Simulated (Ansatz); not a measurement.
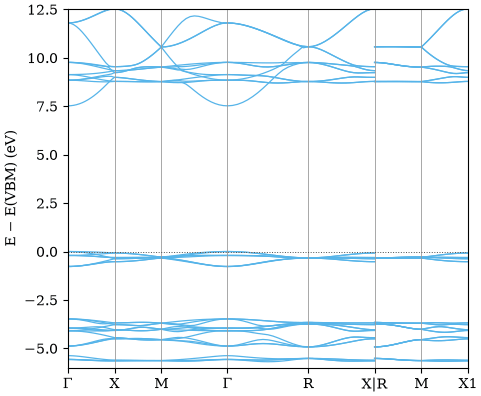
Figure: Band structure from DFT-r²SCAN in the program Ansatz with PAW potentials

Q: Read off the gap and where the band edges lie.

A: About 7.5 eV (7.52 eV by a search for the band edges); maximum at Γ, minimum at Γ.

The material is CO2 in space group Pa-3 (No. 205; C on 4a, O on 8c).

The r²SCAN relaxation kept the symmetry of its start. The substance is a gas or liquid at ambient conditions; this is its low-temperature solid. A crystal of weakly bound molecules computed without a dispersion correction: the cell and the soft elastic constants depend strongly on that.

Potentials: the earlier of the program's two PAW sets.
